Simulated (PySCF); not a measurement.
**C$_{4}$H$_{7}$Cl, SMILES `C/C=C(/C)Cl`: what the electrons do**

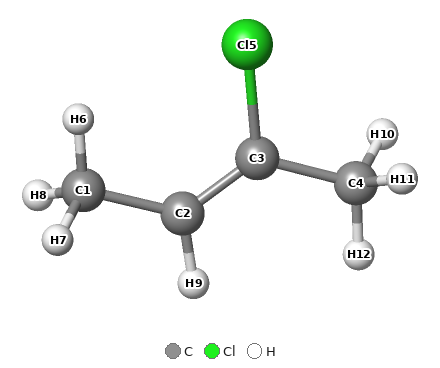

The molecule, with its atoms numbered as below. No frequency check shows the geometry to be a minimum.

Geometry (Å), atoms numbered from 1:

```
C1      -2.1908    0.0520    0.0007
C2      -0.9884   -0.8287    0.0003
C3       0.2784   -0.4431    0.0001
C4       1.4671   -1.3451    0.0003
Cl5      0.7050    1.2462   -0.0000
H6      -1.9101    1.1010    0.0034
H7      -2.8019   -0.1531    0.8759
H8      -2.7997   -0.1488   -0.8836
H9      -1.1862   -1.8922   -0.0001
H10      2.0826   -1.1572   -0.8804
H11      2.0804   -1.1615    0.8799
H12      1.1517   -2.3849   -0.0024
```

## 1. Excited states

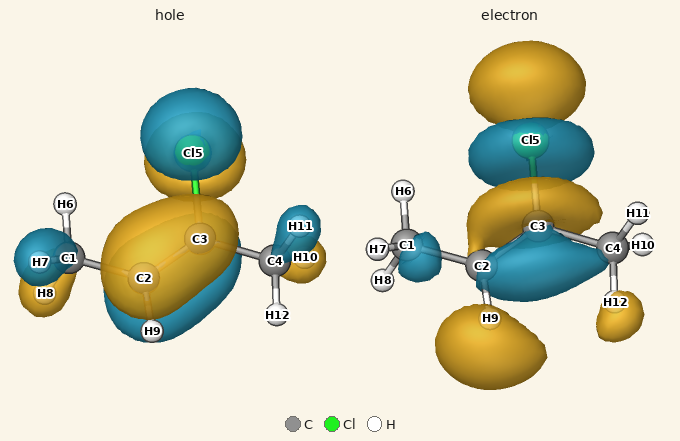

Leading natural transition orbital pair of S₁ (TDA singlet states); the surfaces enclose about 78 % of each orbital's density.

PySCF calculation, CAM-B3LYP/cc-pVDZ, gas phase; geometry: GFN2-xTB. Without diffuse functions Rydberg states are missing, so the states' numbers hold for this basis only.

Where does the state lie, and where do hole and electron sit?

Answer. 6.87 eV (180 nm), f = 0.002 (very weak); the leading pair carries 99 %; hole on C2 (32 %), C3 (26 %) and Cl5 (25 %), electron on Cl5 (41 %), C3 (27 %) and H9 (10 %); their centroids lie 0.4 Å apart. In canonical orbitals it is mainly HOMO → LUMO+1 (86 %). The HOMO–LUMO gap is 9.94 eV.

## 2. Removing or adding an electron

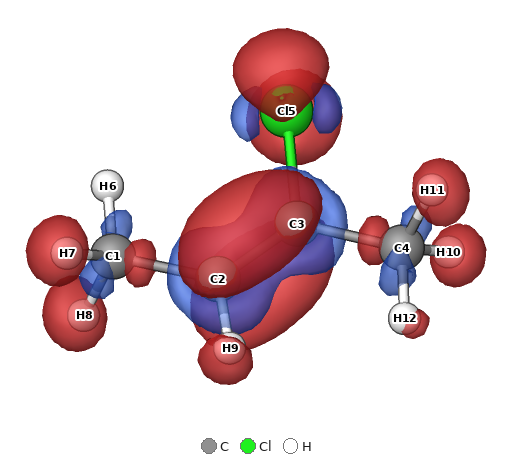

Fukui function f⁻ = ρ(N) − ρ(N−1) at fixed geometry, surfaces at ±0.03 e/Å³ (red positive, blue negative).

Computed with PySCF, PBE0/6-311+G**, geometry: GFN2-xTB.

Which atoms respond most to the removal of an electron?

Answer. f⁻ (Hirshfeld-condensed) is largest on Cl5 (0.25), C2 (0.18) and C3 (0.14); the vertical ionisation energy is 9.00 eV (the stability of the cation's solution wasn't checked). Condensed values hint at sites of electrophilic attack but needn't mark the atom that reacts. Orbital relaxation makes it negative in places (0.20 e in all).

```json
{"atom": "C1", "f⁻": "+0.05", "charge": "−0.12"}
{"atom": "C2", "f⁻": "+0.18", "charge": "−0.07"}
{"atom": "C3", "f⁻": "+0.14", "charge": "0.00"}
{"atom": "C4", "f⁻": "+0.04", "charge": "−0.12"}
{"atom": "Cl5", "f⁻": "+0.25", "charge": "−0.02"}
{"atom": "H6", "f⁻": "+0.03", "charge": "+0.03"}
{"atom": "H7", "f⁻": "+0.06", "charge": "+0.05"}
{"atom": "H8", "f⁻": "+0.06", "charge": "+0.05"}
{"atom": "H9", "f⁻": "+0.06", "charge": "+0.05"}
{"atom": "H10", "f⁻": "+0.05", "charge": "+0.05"}
{"atom": "H11", "f⁻": "+0.05", "charge": "+0.05"}
{"atom": "H12", "f⁻": "+0.03", "charge": "+0.05"}
```

## 3. Stretching a bond

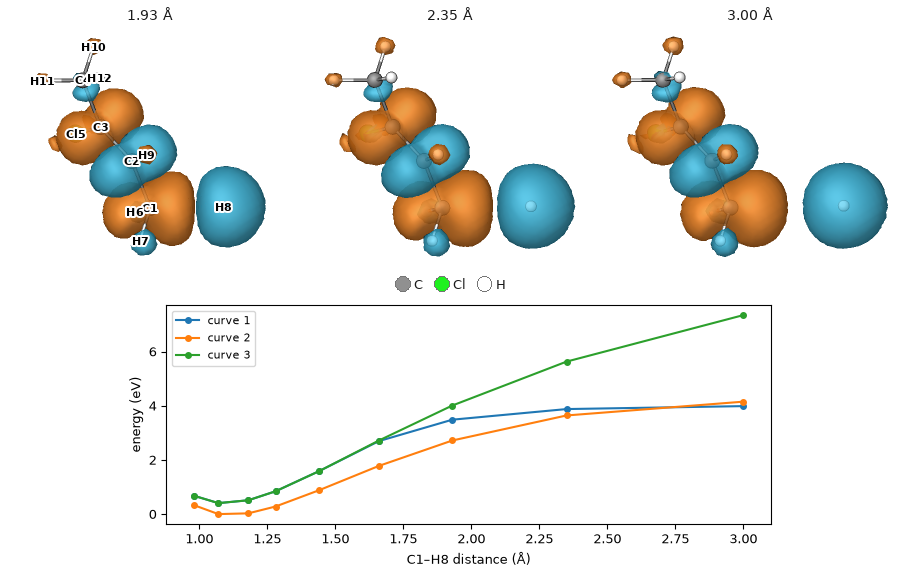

Rigid stretch of the C1–H8 bond. Broken-symmetry UHF spin density at ±0.03 e/Å³ (light blue: α, orange: β). Below: energies along the scan, from the lowest point of the three curves.

Computed with PySCF, def2-SVP basis, geometry: GFN2-xTB.

UHF's ⟨S²⟩ passes 1 along the scan (up to 1.16), so it also polarises electrons outside the stretched bond; its energy lowering isn't due to that bond alone.

How does the broken-symmetry solution share the spin, and how far is it from a pure singlet?

Answer. At 3.00 Å excess α spin lies mostly on H8 and excess β on C1; the two could be swapped at no cost. ⟨S²⟩ is 0.74 at 1.93 Å, 1.05 at 2.35 Å and 1.16 at 3.00 Å, against 0 for a pure singlet and 1 for an equal mix of singlet and triplet.

Which curve is which method?

Answer. Curve 1 is UHF. Curve 2 is CASSCF(2,2). Curve 3 is RHF. RHF rises too steeply because it keeps both electrons in one orbital and so mixes in ionic fragments.

Where does the UHF solution part from RHF?

Answer. Between 1.44 Å (⟨S²⟩ = 0, the two coincide) and 1.66 Å (⟨S²⟩ = 0.20); at 3.00 Å ⟨S²⟩ is 1.16 and UHF lies 3.4 eV below RHF.

How much energy does the stretch cost?

Answer. By CASSCF, 4.2 eV from the lowest point of the scan (1.07 Å) to 3.00 Å; RHF gives 6.9 eV from its own lowest point. The fragments aren't relaxed and dynamic correlation is missing, so this isn't a bond dissociation energy.

The PySCF runs shown took 3.6 min, 70 s and 5.5 min on 1 thread of AMD EPYC 7R43 64-Core Processor (Zen 3), with other jobs on the host.
